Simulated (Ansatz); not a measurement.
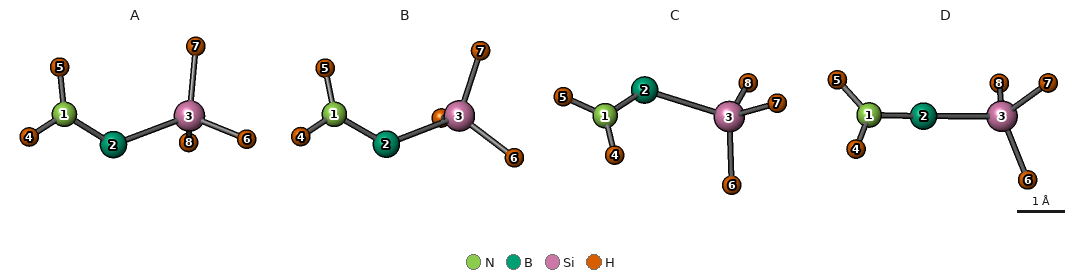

4 geometries from a converged minimum-energy path of BSiNH₅ (multiplicity 2), shuffled. Style: ball-and-stick. Shown at a tilt.

These are results of Ansatz, UKS BHLYP-D4/def2-SVP, not measurements. Settings: 7 movable images; climbing image; force threshold 0.03 eV/Å; iteration limit 60; starting path through a guess of the saddle point.

**Which frame is the top of the path?**

D. In order along the path, whose images run from 0 to 8: A (image 0, 0.000 eV), B (image 1, +0.021 eV), D (image 4, +0.215 eV), C (image 6, +0.031 eV). The motion is an in-plane inversion: the angle N1–B2–Si3 opens from 134° to 178° on the way and closes on the other side (134° at the end). No bond forms or breaks between the ends. Bond angles that change up to the highest image, for instance: N1–B2–Si3 134.0° → 178.3°, B2–Si3–H7 114.9° → 106.1°.

Cost: 100 s on 1 thread of AMD EPYC 9R45 96-Core Processor (Zen 5) (shared host), peak memory 0.19 GiB.
